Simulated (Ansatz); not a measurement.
The starting structures come from a database of crystals and need not be the phases stable at ambient conditions.

 Where the default PAW files enter, the runs use the earlier of Ansatz's two default sets.

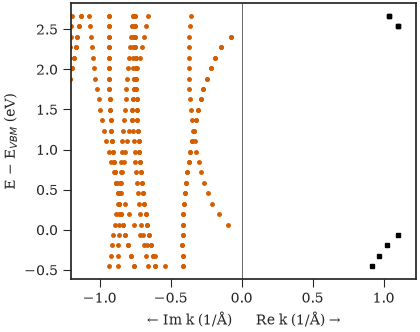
Figure. Complex bands at the centre of the two-dimensional zone; PBEsol run with Ansatz (a program for electronic structure)

No gap correction and no spin-orbit coupling; mid-gap values are interpolated between computed energies.

Problem. This is KIO3 (R3m, not sure to be the ambient phase, 5 atoms a cell, 17.5 Å³ an atom) along the normal of (001). Read off the slowest decay at the centre of the two-dimensional zone at 1.24 eV, the computed energy nearest the middle of the gap.

Solution. κ ≈ 0.34 1/Å, a decay length 1/(2κ) of the density of 1.5 Å.
